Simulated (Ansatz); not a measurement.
# UCCSDT(Q)/STO-3G run of AlHClO (SMILES [O][AlH][Cl])

Aim: the energy change on altering one bond length of AlHClO at UCCSDT(Q)/STO-3G, from 2 runs. 

The results are computed with Ansatz 0.2.0.

60 further runs of the same task are left out: 7 that didn't finish, 53 set aside as unsound or not needed.

### Step 1. Starting point

AlHClO has 4 atoms, charge 0, and is taken as a doublet. SMILES: `[O][AlH][Cl]`. Geometry: relaxed at PBE0-D4/def2-TZVP.

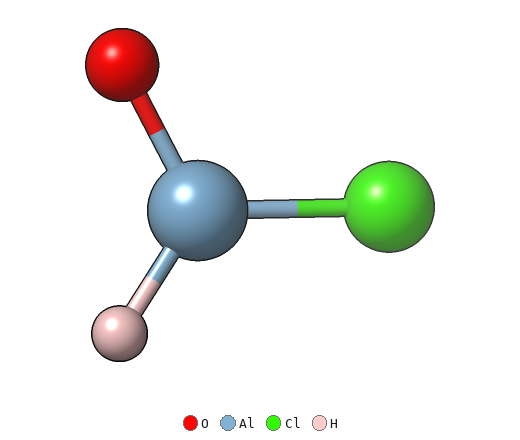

The structure, seen from a chosen angle (oxygen red, aluminium light blue, chlorine green, hydrogen pink).

### Step 2. A single-point energy at UCCSDT(Q)/STO-3G

Input file run.yaml:

```yaml
crystal:
  periodic: [false, false, false]
  atoms:
    - symbol: O
      position_ang: [0.290600, -1.035900, 1.350600]
    - symbol: Al
      position_ang: [0.118400, 0.049000, 0.015600]
    - symbol: Cl
      position_ang: [-1.573200, -0.210600, -1.168800]
    - symbol: H
      position_ang: [1.219700, 1.137300, -0.217800]
basis:
  gaussian: {orbitals: STO-3G}
correlation: {method: ccsdt_q, frozen_orbitals: {Al: 5, Cl: 5, H: 0, O: 1}}
magnetization: {spin_polarized: true, initial_magnetization: 1}
scf: {omitted_lower_state_checks: [cluster_reference, increment]}
accuracy: high
```

Started as:

```bash
$ ansatz run run.yaml --threads 1 --pin off --max-ram 2610MiB --events-out events.jsonl --progress --plain --runs-dir runs
```

Log:

```text
Warning: RAYON_NUM_THREADS=1 ignored (pool sized by the plan → 1); use --threads N
[... 13 lines left out ...]
11 core orbitals not correlated: weight in the atoms' cores, before any rotation towards them, 0.999 or more for the frozen orbitals, at most 0.000 for the correlated occupied ones
[... 44 lines left out ...]
Total energy: -20903.22833592 eV, -768.1794726281 hartree
Checks for a lower state left out: cluster_reference, increment
```

It took 2 s on 1 thread of Arm Neoverse V1, shared host; peak memory 0.11 GiB.

### Step 3. The distorted shape, same level

Input file job.yaml:

```yaml
crystal:
  periodic: [false, false, false]
  atoms:
    - {symbol: O, position_ang: [0.713505, -0.970999, 1.646703]}
    - {symbol: Al, position_ang: [0.541305, 0.113901, 0.311703]}
    - {symbol: Cl, position_ang: [-1.573200, -0.210600, -1.168800]}
    - {symbol: H, position_ang: [1.642605, 1.202201, 0.078303]}
basis:
  gaussian: {orbitals: STO-3G}
magnetization: {spin_polarized: true, initial_magnetization: 1}
correlation: {method: ccsdt_q, frozen_orbitals: {Al: 5, Cl: 5, H: 0, O: 1}}
accuracy: high
scf: {omitted_lower_state_checks: [cluster_reference, increment]}
```

Started as:

```bash
$ ansatz run job.yaml --threads 1 --pin off --max-ram 2610MiB --events-out events.jsonl --progress --plain --runs-dir runs
```

Log:

```text
Warning: RAYON_NUM_THREADS=1 ignored (pool sized by the plan → 1); use --threads N
[... 13 lines left out ...]
11 core orbitals not correlated: weight in the atoms' cores, before any rotation towards them, 1.000 or more for the frozen orbitals, at most 0.000 for the correlated occupied ones
[... 46 lines left out ...]
Total energy: -20901.58334245 eV, -768.1190202330 hartree
Checks for a lower state left out: cluster_reference, increment
```

Run time: 2 s. Hardware: 1 thread of Arm Neoverse V1, shared host; peak memory 0.11 GiB.

### Step 4. Results

At UCCSDT(Q)/STO-3G, 11 core orbitals frozen:

```
                                                           quantity          value
                                          first shape: total energy  -768.17947 Eh
          first shape: correlation energy (11 core orbitals frozen)      -64.6 mEh
                     first shape: ⟨S²⟩ of the reference determinant          0.757
                                         first shape: T1 diagnostic          0.016
                                      distorted shape: total energy  -768.11902 Eh
      distorted shape: correlation energy (11 core orbitals frozen)      -72.9 mEh
                 distorted shape: ⟨S²⟩ of the reference determinant          0.759
                                     distorted shape: T1 diagnostic          0.020
energy change with the Al2–Cl3 bond stretched from 2.081 to 2.602 Å       1.645 eV
```

**Reading.** With the Al2–Cl3 bond stretched from 2.081 to 2.602 Å the energy rises by 1.64 eV (159 kJ/mol). The first shape isn't relaxed at this level, so the change isn't measured from a minimum. The minimal basis adds a large error of its own.
